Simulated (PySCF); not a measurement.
## A study: CH3AlF2, SMILES `C[Al](F)F`

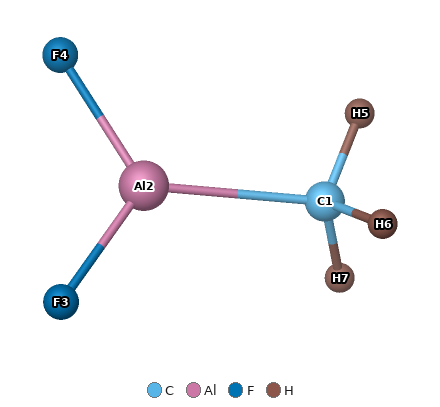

The molecule, with its atoms numbered as below. No frequency check shows the geometry to be a minimum.

Coordinates in Å:

```
C1       1.9069    0.0055    0.0004
Al2     -0.0657    0.0002    0.0003
F3      -0.9672   -1.3814   -0.0004
F4      -0.9752    1.3768    0.0000
H5       2.2883    1.0257   -0.0042
H6       2.3026   -0.5105    0.8752
H7       2.3030   -0.5102   -0.8742
```

## 1. Bonding charge

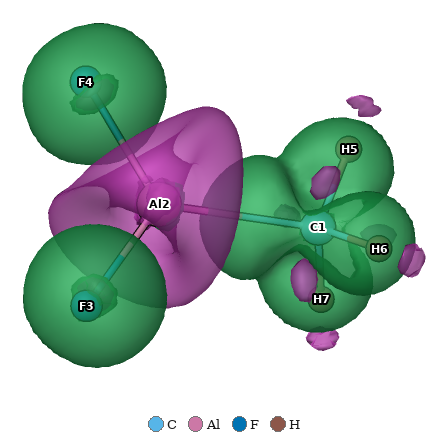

Deformation density (molecule less spherical, spin-averaged free atoms at the same positions), surfaces at ±0.05 e/Å³; green: gain, purple: loss.

Method: PBE/def2-TZVP; geometry: GFN2-xTB; program: PySCF.

> Describe the bonding that the map shows.

C1–H5: +0.64 e/Å³ at the bond critical point (bond length 1.09 Å, Mayer order 0.9). C1–H7 and C1–H6: +0.63 e/Å³ at the bond critical point (bond length 1.09 Å, Mayer order 0.9). C1–Al2: +0.16 e/Å³ at the bond critical point (bond length 1.97 Å, Mayer order 1.0). Al2–F3: +0.09 e/Å³ at the bond critical point (bond length 1.65 Å, Mayer order 1.2); up to 0.6 Å beside the axis the gain reaches +0.32 e/Å³. Al2–F4: +0.09 e/Å³ at the bond critical point (bond length 1.65 Å, Mayer order 1.2); up to 0.6 Å beside the axis the gain reaches +0.32 e/Å³. In all, 1.6 electrons gather in the regions of gain relative to the promolecule. A small or negative value marks a very polar bond, one between electron-rich atoms, whose free-atom densities already overlap strongly, a long bond to a heavier atom, or a closed-shell contact such as a hydrogen bond.

> Where do the Hirshfeld charges lie?

The highest Hirshfeld charge is on Al2 (+0.66 e), the lowest on F3 (−0.28 e).

```csv
atom,charge (e)
C1,−0.23
Al2,+0.66
F3,−0.28
F4,−0.28
H5,+0.04
H6,+0.04
H7,+0.04
```

## 2. Bond critical points

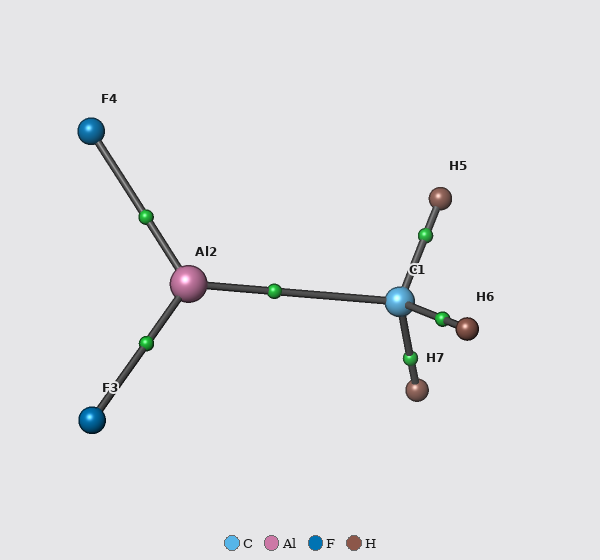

Molecular graph of the electron density (QTAIM): bond paths, bond critical points (green), ring points (magenta, if any); weak paths are dashed.

> How many critical points of each kind are there, and does the count close?

7 nuclei, 6 bond, 0 ring and 0 cage critical points: 7 − 6 + 0 − 0 = 1, as the Poincaré–Hopf relation requires.

> What does the calculation give at each kind of bond critical point?

```
           bond  length (Å)  ρ (a.u.)  ∇²ρ (a.u.)     ε  H (a.u.)
          C1–H5       1.089     0.271       −0.88  0.02    −0.268
C1–H7 (2 alike)       1.090     0.269       −0.87  0.03    −0.266
         Al2–F3       1.650     0.114       +0.91  0.02    −0.012
         Al2–F4       1.650     0.114       +0.91  0.02    −0.012
         C1–Al2       1.973     0.085       +0.21  0.09    −0.028
```

> What kind of interaction is Al2–F3?

Polar or intermediate (positive Laplacian, negative energy density H): ρ = 0.114, ∇²ρ = +0.91, H = −0.012 a.u.

## 3. Local ionisation energy

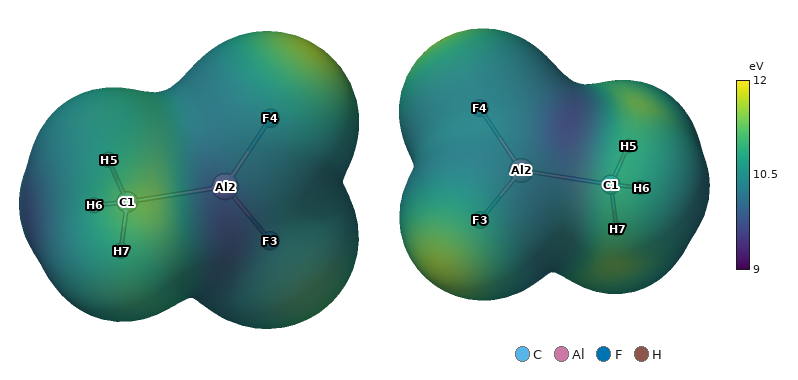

Average local ionisation energy on the surface of electron density 0.001 a.u. (back view left, front view right).

> Where are the most loosely bound electrons on this surface?

The lowest value is 9.7 eV, over Al2, off the plane of its three bonds (1.9 Å), and at like points elsewhere. Further minima include 9.7 eV, near H5 (1.80 Å), H7 (1.93 Å), H6 (1.99 Å) and C1 (2.01 Å); 10.3 eV, 1.8 Å from F3. For comparison, the highest occupied orbital lies at −7.9 eV.

> What volume does the surface enclose, and what is the dipole moment?

About 89 Å³; the dipole moment is 2.4 D.

## 4. In an electric field

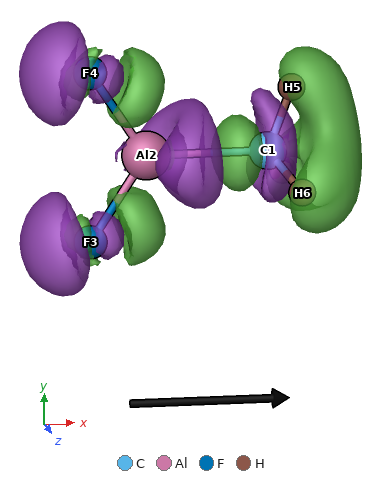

Change of the electron density in a uniform field of 0.21 V/Å along +x (arrow), surfaces at ±0.0015 e/Å³ (purple: gain, green: loss).

Method: PBE/def2-TZVP; geometry: GFN2-xTB; program: PySCF. A basis without diffuse functions makes polarisabilities too small.

> How large is the response?

The induced dipole is 0.43 D (along the field); α along this axis, from the fields in both directions, is 42 bohr³ (6.2 Å³).

> Which atoms gain and lose the most charge?

Electrons gather most on Al2 (Hirshfeld charge changes by −0.009 e) and leave H6 and H7 alike most (+0.005 e); 0.038 electrons are displaced in all.

## 5. Removing or adding an electron

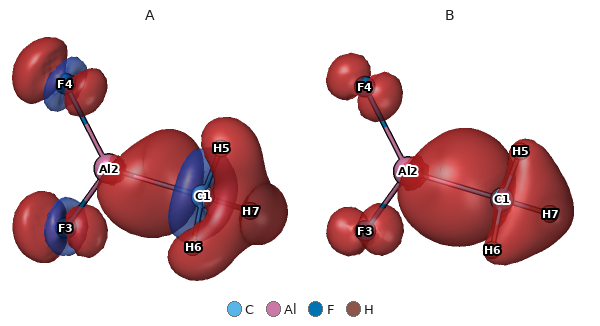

The Fukui function f⁻ from two separate SCF calculations and the density of the HOMO, at ±0.03 e/Å³ (red positive, blue negative).

PySCF calculation, PBE/def2-TZVP, gas phase; geometry: GFN2-xTB.

> Which panel is which, and how good is the frozen-orbital picture?

A is f⁻ (it has negative regions), B the HOMO density. The HOMO lies on C1 (46 %), Al2 (23 %) and F3 and F4 (8 % each); f⁻ (Hirshfeld-condensed) is largest on Al2 (0.24), C1 (0.22) and F3 (0.14); the vertical ionisation energy is 11.47 eV (the stability of the cation's solution wasn't checked). Relaxation shifts 25 % of the electron between atoms. The orbital energy is −7.92 eV.

The PySCF runs shown took 14 s, 32 s and 53 s on 1 thread of Arm Neoverse V2, on a shared host.
